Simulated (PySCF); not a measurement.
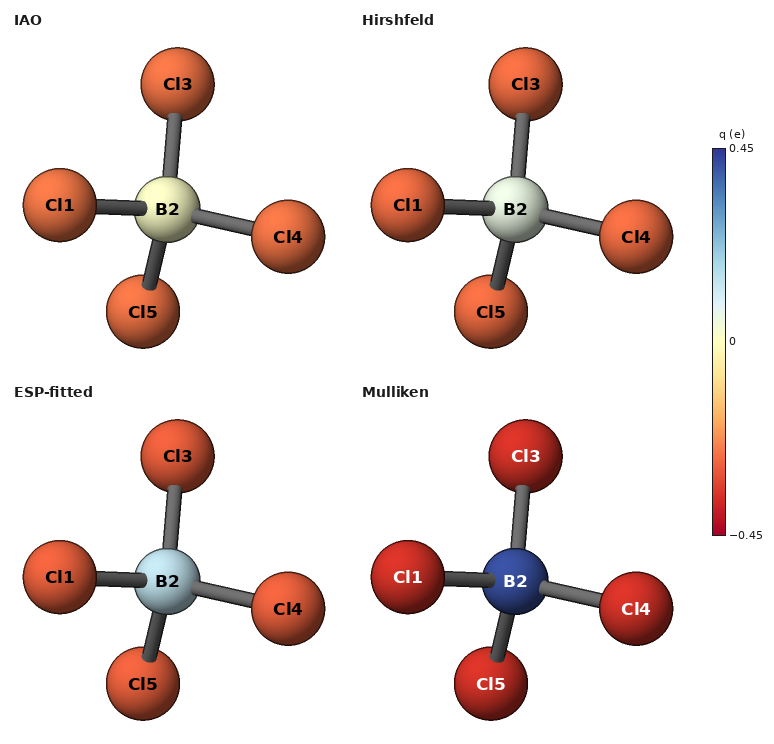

Atomic charges of one calculation by 4 schemes, on one colour scale. State: charge −1, singlet. Computed geometry: GFN2-xTB optimisation. No frequency run is at hand to confirm it as a minimum. Level of theory: PBE0/pcSseg-1 (PySCF 2.14.0).

Question: Which scheme gives the most polar picture (largest mean size of the charges)?

Answer: The Mulliken charges are the largest in size here, and the IAO charges the smallest.

List the charges (e), one line for each set of equivalent atoms.

```tsv
atom	IAO	Hirshfeld	ESP-fitted	Mulliken
Cl1, Cl3, Cl4…	−0.25	−0.26	−0.28	−0.35
B2	0.01	0.06	0.14	0.41
```

The geometry is semi-empirical. Around B such bond lengths and angles can be off by a tenth of an ångström or more and by several degrees, and values that hang on the shape move with them.
